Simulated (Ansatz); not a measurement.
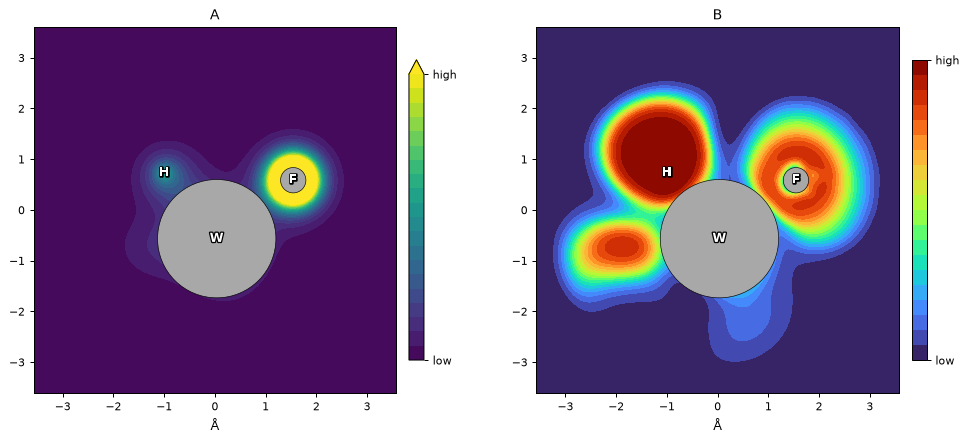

F₂H₄W: 2 fields on the plane of atoms F2, W1 and H4, with unlabelled colour scales. Grey discs cover the atomic cores.

Core potentials replace the inner electrons of W.

The calculation used RKS revPBE/def2-SVP (Ansatz).

> Match the panels to the quantities (electron density and electron localisation function).

Panel A: electron density. Panel B: electron localisation function. From the grid: W–F (1.90 Å): ρ is about 0.99 e/Å³ halfway; the ELF peaks at about 0.85 in the valence shell of F, 0.5 Å from its nucleus, and drops to about 0.20 between the two atoms. W–H (1.67 Å): ρ is about 1.6 e/Å³ halfway; the ELF climbs to about 1 towards the hydrogen.
